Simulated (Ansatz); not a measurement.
# C₃H₉CuOSi: what the fields show

Input file:

```
crystal:
  periodic: [false, false, false]
  atoms:
    - {symbol: C, position_ang: [-0.888345, -0.426167, 1.453028]}
    - {symbol: Si, position_ang: [0.067065, 0.310493, 0.011843]}
    - {symbol: C, position_ang: [1.860813, -0.215726, 0.136845]}
    - {symbol: C, position_ang: [-0.663141, -0.378304, -1.577110]}
    - {symbol: O, position_ang: [0.026219, 1.936988, 0.034431]}
    - {symbol: Cu, position_ang: [-1.408741, 2.988819, -0.053086]}
    - {symbol: H, position_ang: [-0.812985, -1.517612, 1.470414]}
    - {symbol: H, position_ang: [-1.951607, -0.171796, 1.396190]}
    - {symbol: H, position_ang: [-0.505767, -0.048686, 2.405416]}
    - {symbol: H, position_ang: [2.439823, 0.184097, -0.699592]}
    - {symbol: H, position_ang: [1.957962, -1.305301, 0.126977]}
    - {symbol: H, position_ang: [2.309019, 0.156507, 1.061663]}
    - {symbol: H, position_ang: [-0.144914, 0.028025, -2.450169]}
    - {symbol: H, position_ang: [-0.583500, -1.468837, -1.617422]}
    - {symbol: H, position_ang: [-1.723701, -0.123301, -1.670026]}
basis:
  gaussian: {orbitals: def2-TZVPP}
hamiltonian: {xc: pbe0, dispersion: d4}
output: {orbitals: {seedname: orbitals}}
```

Launched as:

```sh
ansatz run in.yaml --threads 2 --pin off --events-out ev --progress --plain --max-ram 32768MiB --backend cuda --devices 0, --max-vram 18GiB
```

Geometry: PBE0-D4/def2-TZVP.

Level of theory: RKS PBE0-D4/def2-TZVPP in Ansatz 0.2.0.

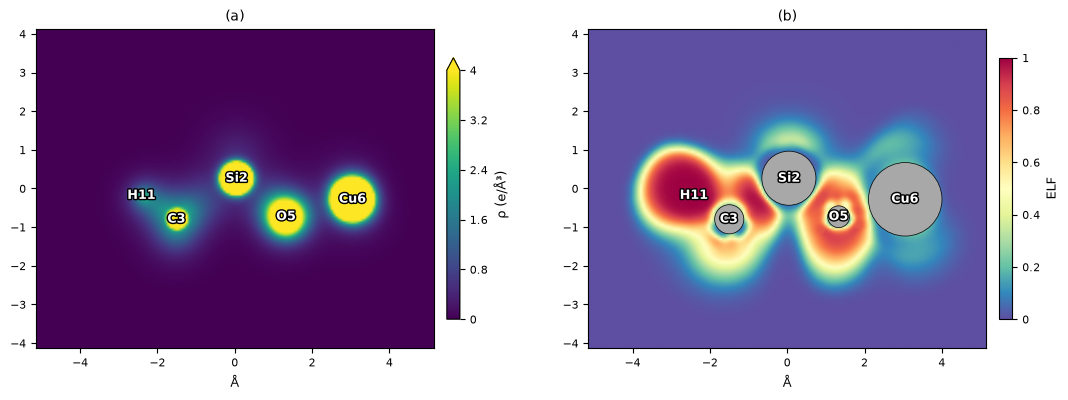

Figure 1. (a) electron density; (b) electron localisation function on the plane of atoms Si2, C3 and H11. Grey discs cover the atomic cores in the ELF map.

> Read the bonding off the picture.

The section cuts through Si, C, O, Cu and H sites. Si–O (1.63 Å): ρ is about 1.2 e/Å³ halfway; the ELF peaks at about 0.85 between the atoms, as expected for a short, strongly polar bond. Cu–O (1.78 Å): ρ at the midpoint is about 0.89 e/Å³; the ELF peaks at about 0.85 in the valence shell of O, 0.6 Å from its nucleus, and is about 0.20 at the midpoint. C–Si (1.87 Å): ρ is about 0.97 e/Å³ halfway; the ELF peaks at about 0.95 between the atoms (a shared electron pair). C–H (1.09 Å): the density is about 1.9 e/Å³ at the midpoint; the ELF climbs to about 1 towards the hydrogen, as it does in any bond to H (an ordinary covalent bond to hydrogen).

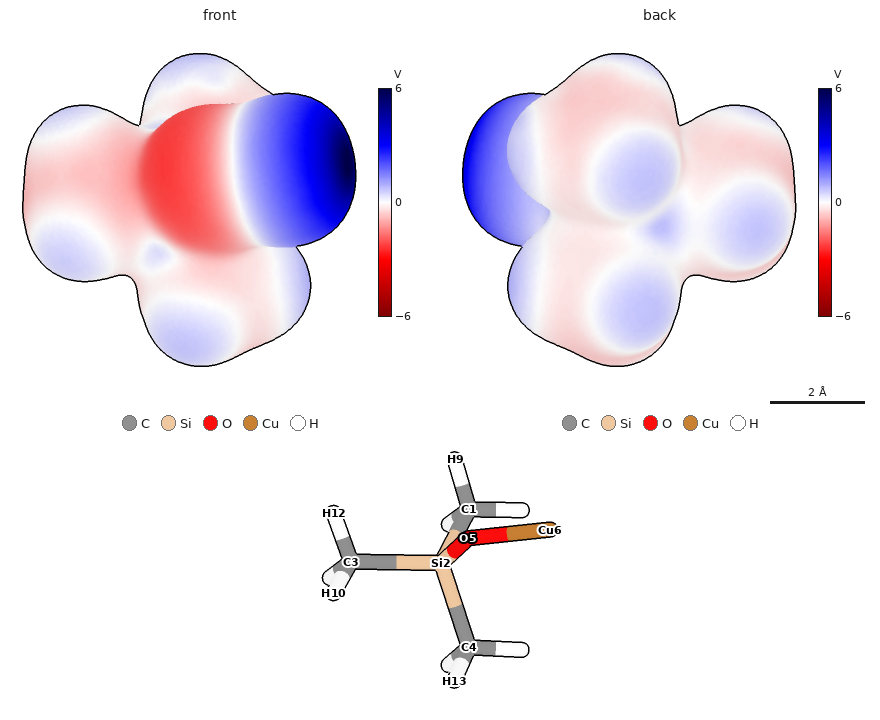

Figure 2. The molecular electrostatic potential painted on the density surface at 0.004 e/bohr³, seen from the front and from behind; red is negative and blue positive. The bare structure is drawn below in the same view.

> Which sites attract a positive test charge, and which a negative one?

A positive charge is drawn to the negative regions and a negative charge to the positive ones. The most negative region (about −2.3 V, or −53 kcal/mol for a unit charge) lies over O5, the most positive (about +5.6 V, or +129 kcal/mol for a unit charge) over Cu6. O5 is the likeliest acceptor of a hydrogen bond.

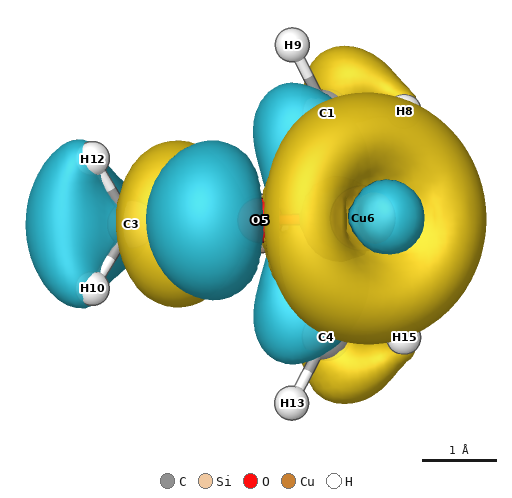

Figure 3. The HOMO−1 at ±0.06 Å⁻³ᐟ² (yellow and cyan are the two phases), seen at a tilt.

> Where does this orbital lie, and at what energy?

Its weight (Hirshfeld) is mainly on Cu6 (about 40 %), O5 (about 25 %), C3 (about 10 %) and Si2 (about 10 %). Its energy is −6.86 eV.
